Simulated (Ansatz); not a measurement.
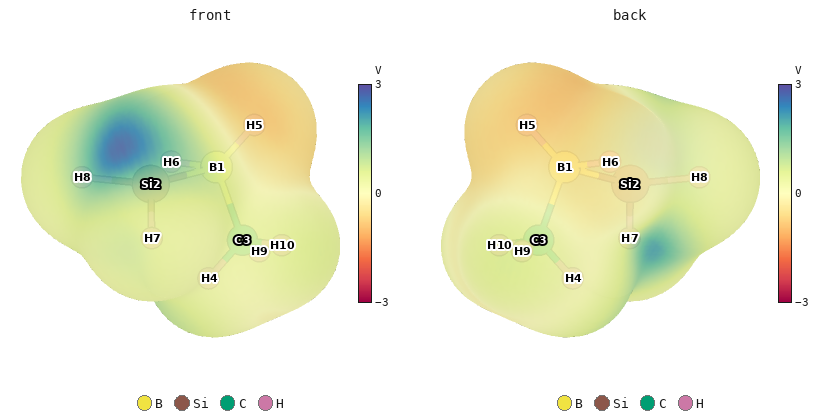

The picture shows: CH7BSi. The molecular electrostatic potential painted on the density surface at 0.002 e/bohr³, seen from the front and from behind; the colour scale runs from red (negative) to blue (positive).

A transition-state structure; geometry: PBE0-D4/def2-TZVP.

These are results of RKS PBE0-D4/def2-TZVPP in Ansatz 0.2.0, not measurements.

Input

```
crystal:
  periodic: [false, false, false]
  atoms:
    - {symbol: B, position_ang: [-0.417234, 0.321391, 0.817780]}
    - {symbol: Si, position_ang: [1.431531, 0.150874, 0.335844]}
    - {symbol: C, position_ang: [-0.901265, -0.001793, -0.713356]}
    - {symbol: H, position_ang: [-0.276805, -0.656066, -1.339425]}
    - {symbol: H, position_ang: [-1.002464, 1.151627, 1.442799]}
    - {symbol: H, position_ang: [-0.185969, -0.711804, 1.460677]}
    - {symbol: H, position_ang: [1.955196, 0.272848, -1.064316]}
    - {symbol: H, position_ang: [2.325430, -0.881963, 0.948620]}
    - {symbol: H, position_ang: [-1.842357, -0.553585, -0.602714]}
    - {symbol: H, position_ang: [-1.086163, 0.908571, -1.286008]}
basis:
  gaussian: {orbitals: def2-TZVPP}
hamiltonian: {xc: pbe0, dispersion: d4}
output: {orbitals: {seedname: orbitals}}
```

Launched as:

```sh
ansatz run in.yaml --threads 2 --pin off --events-out ev --progress --plain --max-ram 4352MiB
```

Where is the surface potential most negative and most positive?

Answer. The most negative region (about −0.9 V) lies over H5, the most positive (about +2.6 V) over Si2.
